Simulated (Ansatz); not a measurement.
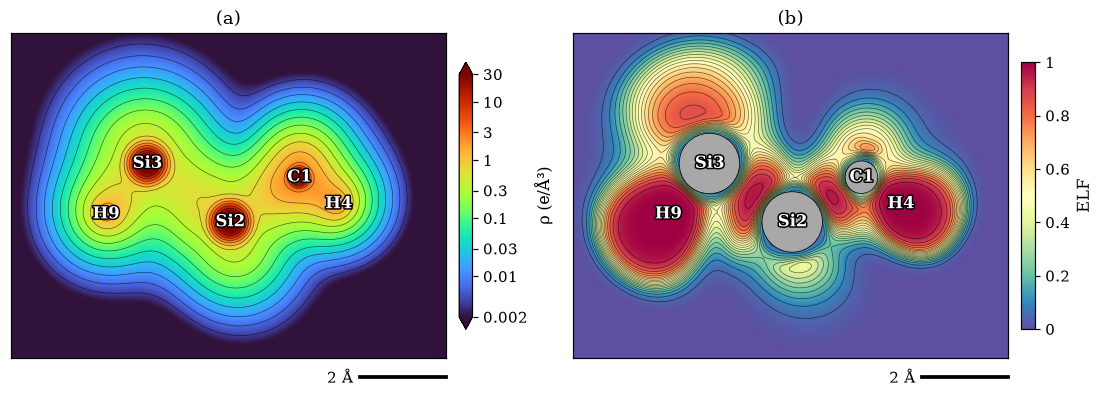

The picture shows: CH$_{7}$Si$_{2}$ (SMILES C[SiH2][SiH2-]) (charge −1). (a) electron density; (b) ELF on the plane of atoms Si2, C1 and H4. Grey discs cover the atomic cores in the ELF map.

Geometry: PBE0-D4/def2-TZVPD.

The calculation used RKS PBE0-D4/def2-TZVPPD in Ansatz.

```xyz
10

C    -1.0283    0.7240   -0.9112
Si   -0.1365   -0.6235    0.1036
Si    1.3337    0.3020    1.6878
H    -1.7556    0.3105   -1.6167
H    -0.2959    1.3081   -1.4773
H    -1.5475    1.4133   -0.2387
H     0.3597   -1.5865   -0.9577
H    -1.2598   -1.4188    0.7332
H     1.9432   -1.0578    2.0624
H     2.3871    0.6288    0.6146
```

Describe what can be read from this map.

Answer. The section cuts through C, Si and H sites.
C–Si (1.91 Å): ρ is about 0.89 e/Å³ halfway; the ELF peaks at about 0.95 between the atoms; localised, covalent bonding.
Si–Si (2.35 Å): ρ at the midpoint is about 0.59 e/Å³; the ELF peaks at about 0.95 between the atoms, as expected for localised, covalent bonding.
C–H (1.09 Å): ρ is about 1.9 e/Å³ halfway; the ELF climbs to about 1 towards the hydrogen, as it does in any bond to H; a covalent bond by its length.
Si–H (1.54 Å): the density is about 0.69 e/Å³ at the midpoint; the ELF climbs to about 1 towards the hydrogen.
The ELF also peaks beside Si3, away from the bonds: lone-pair regions.
